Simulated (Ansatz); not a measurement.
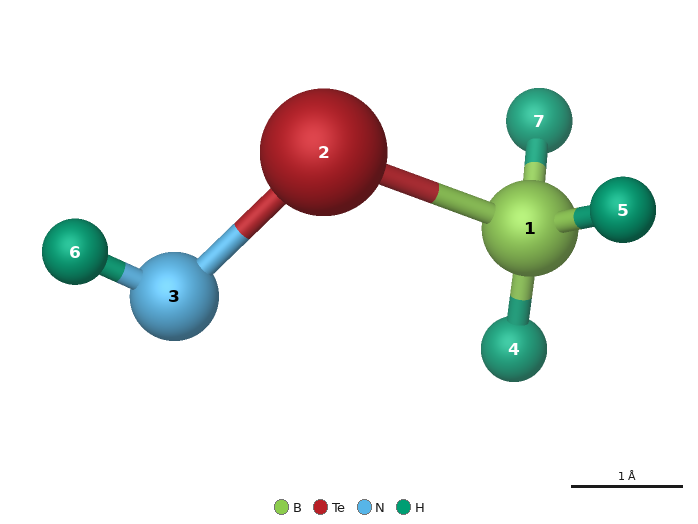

The atoms are numbered. The geometry was computed by an optimisation with PBE-D4/def2-SVP. No frequency run is at hand to confirm it as a minimum.

Estimate the angles Te2–B1–H4, Te2–B1–H5, Te2–B1–H7, H4–B1–H5, H4–B1–H7, H5–B1–H7, B1–Te2–N3, Te2–N3–H6.

```tsv
angle	degrees
Te2–B1–H4	110.9
Te2–B1–H5	104.0
Te2–B1–H7	94.2
H4–B1–H5	120.5
H4–B1–H7	116.1
H5–B1–H7	107.4
B1–Te2–N3	105.8
Te2–N3–H6	104.5
```
